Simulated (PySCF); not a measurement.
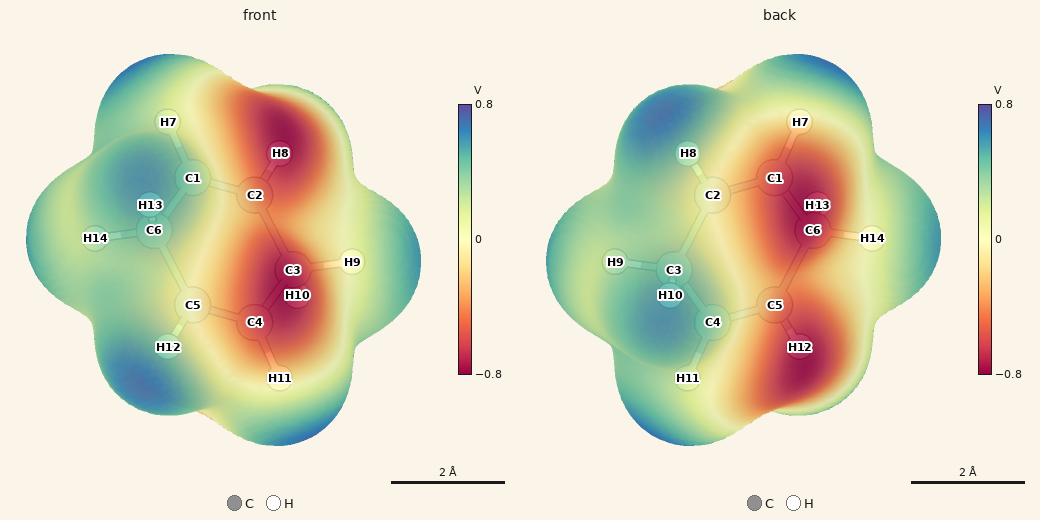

The picture shows: C$_{6}$H$_{8}$. The electrostatic potential painted on the density surface at 0.002 e/bohr³, seen from the front and from behind; the colour scale runs from red (negative) to blue (positive).

Geometry: PBE0-D3(BJ)/def2-SVP.

These are results of DFT single point, gas phase, functional wB97X in PySCF 2.14.0, density-fitted response routines, not measurements.

The calculation's input:

```
{"job": {"kind": "sp", "xc": "wB97X", "basis": "ma-def2-SVP", "d3": "d3bj", "grid": 2}, "charge": 0, "multiplicity": 1}
C     -0.318147     1.368980    -0.177468
C      0.970479     1.017740    -0.167153
C      1.441706    -0.392867     0.008017
C      0.317925    -1.369028     0.171677
C     -0.970702    -1.017789     0.161367
C     -1.441975     0.392661    -0.015023
H     -0.586881     2.422013    -0.310991
H      1.738293     1.788280    -0.292462
H      2.125018    -0.456029     0.877375
H      2.074094    -0.687826    -0.852112
H      0.586681    -2.421921     0.306199
H     -1.738495    -1.788196     0.287676
H     -2.075821     0.687858     0.843927
H     -2.123897     0.455276    -0.885549
```

Command:

```sh
OMP_NUM_THREADS=1 python redox_run.py task.json out
```

Question: Describe the electrostatic potential map.

Answer: The most negative region (about −0.8 V) lies over the π face of C1, C2, C4 and C5, the most positive (about +0.7 V) over H7, H8, H11 and H12.

Question: What dipole moment does the calculation give?

Answer: Its dipole moment is zero.
